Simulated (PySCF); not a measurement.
**One shape, several levels: CH6GeSi (SMILES [CH2]1[SiH2][GeH2]1)**

Wanted: a comparison of 5 runs (HF/STO-3G, HF/3-21G, BLYP/STO-3G, B3LYP/6-31G*, MP2/6-31G) of CH6GeSi. Input form: a Python script.

The calculation is run with PySCF 2.14.0.

## 1. The molecule

CH6GeSi: 9 atoms, total charge 0, spin state singlet. SMILES: `[CH2]1[SiH2][GeH2]1`. The coordinates come from a PBE0-D4/def2-TZVP relaxation.

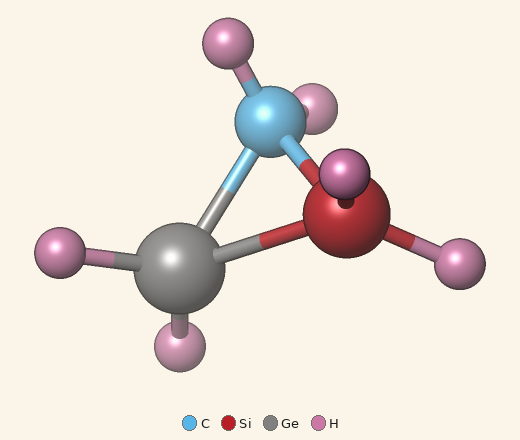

Viewed from a chosen angle; carbon blue, silicon red, germanium grey, hydrogen pink.

## 2. Energy and gradient at HF/STO-3G (run 1)

input.xyz reads:

```xyz
9

C     -0.726700     0.082100    -0.693700
Si     0.887500     0.879500    -0.151400
Ge    -0.040700    -0.948100     0.885700
H     -1.647500     0.636600    -0.532900
H     -0.737600    -0.453300    -1.639500
H      0.802100     2.227300     0.458900
H      2.050400     0.731400    -1.058000
H      0.399400    -2.377500     0.568600
H     -0.898400    -0.824300     2.145300
```

calc.py reads:

```python
import pyscf.grad
from pyscf import gto

mol = gto.Mole()
mol.atom = 'input.xyz'
mol.basis = 'sto-3g'
mol.max_memory = 1860
mol.verbose = 3
mol.charge = 0
mol.build()

calc0 = mol.RHF()
calc0.conv_tol = 1e-10
calc0.kernel()
if not calc0.converged:
    calc0 = calc0.newton().run(calc0.mo_coeff, calc0.mo_occ)

e_final = calc0.e_tot
print('E = %.10f Eh' % e_final)
grad = calc0.Gradients().kernel()
dip = calc0.dip_moment()
pop, q = calc0.mulliken_pop()
```

The run is started by

```sh
$ OMP_NUM_THREADS=1 python calc.py
```

Log:

```text
converged SCF energy = -2378.21379128945
[... 9 lines left out ...]
Dipole moment(X, Y, Z, Debye):  0.78443,  0.35287,  0.29856
[... 48 lines left out ...]
charge of    8H =     -0.11332
```

It took 2.9 s on 1 thread of Intel Xeon at 2.70GHz, shared host; peak memory 0.12 GiB.

## 3. Energy and gradient at HF/3-21G (run 2)

input.py reads:

```python
# [CH2]1[SiH2][GeH2]1
from pyscf import gto

system = gto.Mole()
system.atom = '''
C   -0.726700   0.082100  -0.693700
Si   0.887500   0.879500  -0.151400
Ge  -0.040700  -0.948100   0.885700
H   -1.647500   0.636600  -0.532900
H   -0.737600  -0.453300  -1.639500
H    0.802100   2.227300   0.458900
H    2.050400   0.731400  -1.058000
H    0.399400  -2.377500   0.568600
H   -0.898400  -0.824300   2.145300
'''
system.max_memory = 1860
system.basis = '3-21g'
system.charge = 0
system.verbose = 3
system.build()

mf = system.RHF()
mf.conv_tol = 1e-10
mf.kernel()
if not mf.converged:
    mf = mf.newton().run(mf.mo_coeff, mf.mo_occ)

e_final = mf.e_tot
print(f'total energy: {e_final:.8f} hartree')
grad = mf.nuc_grad_method().kernel()
dip = mf.dip_moment()
pop, q = mf.mulliken_pop()
```

The run is started by

```sh
$ OMP_NUM_THREADS=1 python input.py
```

Log:

```text
converged SCF energy = -2393.81331560141
total energy: -2393.81331560 hartree
[... 8 lines left out ...]
Dipole moment(X, Y, Z, Debye): -0.05884, -0.04325, -0.00542
[... 66 lines left out ...]
charge of    8H =     -0.15432
```

It took 3.9 s on 1 thread of Intel Xeon at 2.70GHz, shared host; peak memory 0.13 GiB.

Runs 3 to 4 aren't shown in full; the table further down has their settings and results.

## 4. Energy and gradient at MP2/6-31G (run 5)

run.py reads:

```python
from pyscf import gto, mp

mol = gto.M(
    atom='''
C     -0.726700     0.082100    -0.693700
Si     0.887500     0.879500    -0.151400
Ge    -0.040700    -0.948100     0.885700
H     -1.647500     0.636600    -0.532900
H     -0.737600    -0.453300    -1.639500
H      0.802100     2.227300     0.458900
H      2.050400     0.731400    -1.058000
H      0.399400    -2.377500     0.568600
H     -0.898400    -0.824300     2.145300
''',
    verbose=4,
    max_memory=1860,
    basis='6-31g',
)

myscf = mol.RHF()
myscf.conv_tol = 1e-10
myscf.kernel()
if not myscf.converged:
    myscf = myscf.newton().run(myscf.mo_coeff, myscf.mo_occ)

pt = mp.MP2(myscf, frozen=15).run()
energy = pt.e_tot
print(f'total energy: {energy:.8f} hartree')
grad = pt.nuc_grad_method().kernel()
dip = myscf.dip_moment()
pop, q = myscf.mulliken_pop()
```

The run is started by

```sh
$ OMP_NUM_THREADS=1 python run.py
```

Log:

```text
PySCF version 2.14.0

[... 63 lines left out ...]
converged SCF energy = -2405.17758062361
[... 8 lines left out ...]
total energy: -2405.53434971 hartree
[... 8 lines left out ...]
Dipole moment(X, Y, Z, Debye): -0.05648,  0.02856, -0.07422
[... 71 lines left out ...]
charge of    8H =     -0.12633
```

Run time: 23 s. Hardware: 1 thread of Intel Xeon at 2.70GHz, shared host; peak memory 0.33 GiB.

## 5. All runs side by side

```csv
run,level,integration grid,Cartesian functions,energy (Eh),dipole moment (D) of the reference,HOMO energy (eV),LUMO energy (eV),wall time
1,HF/STO-3G,–,no,-2378.213791,0.91,-6.33,8.59,2.9 s
2,HF/3-21G,–,no,-2393.813316,0.07,-8.80,3.00,3.9 s
3,BLYP/STO-3G,5,no,-2380.231783,0.62,-2.09,3.35,17 s
4,B3LYP/6-31G* (Cartesian functions),5,yes,-2407.927603,0.47,-6.27,-0.29,53 s
5,MP2/6-31G,–,no,-2405.534350,0.10,-8.78,2.76,23 s
```

## 6. What came out

```
                                           quantity           value
                                run 5: total energy  -2405.53435 Eh
        run 5: dipole moment (Hartree–Fock density)          0.10 D
         run 5: HOMO energy (Hartree–Fock orbitals)        -8.78 eV
         run 5: LUMO energy (Hartree–Fock orbitals)         2.76 eV
       run 5: HOMO–LUMO gap (Hartree–Fock orbitals)        11.53 eV
run 5: correlation energy (15 core orbitals frozen)      -356.8 mEh
                    run 5: largest force on an atom      1.417 eV/Å
```

**Reading.** Over runs 1, 2, 3, 4 the dipole moment (its size) runs from 0.07 D (HF/3-21G) to 0.91 D (HF/STO-3G). The two dipoles point in opposite directions. Over runs 1, 2, 3, 4 the HOMO–LUMO gap runs from 5.44 eV (BLYP/STO-3G) to 14.93 eV (HF/STO-3G). Exact exchange widens orbital gaps. Totals of different functionals can't be ranked against each other. In runs 1, 3 the basis is minimal, so the values are rough. All runs together took 1.7 min, the longest 53 s.
